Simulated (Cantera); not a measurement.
Feed: 1 mol Si₃N₄, 0.0023 mol H₂O, 21 mol N₂, equilibrated at 1925 K.

Method: chemical equilibrium by Gibbs-energy minimisation in Cantera with the NASA 1993 tables (ideal gas, pure condensed phases). Candidate condensed phases: H₂O, Si, SiO₂, Si₂N₂O, Si₃N₄; 35 gas species. Mutual solubility and eutectic melting of coexisting phases are not modelled. The tables' values for SiN are old estimates; treat these amounts as uncertain. Kinetics and transport are ignored.

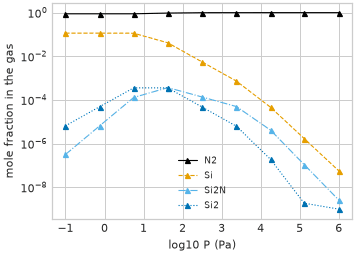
*Equilibrium gas composition (values under 1e-9 drawn at 1e-9)*

Read off the mole fractions at 5.60 Pa.

N₂ about 0.88, Si about 0.11, Si₂ about 0.00036, Si₂N about 0.00013.
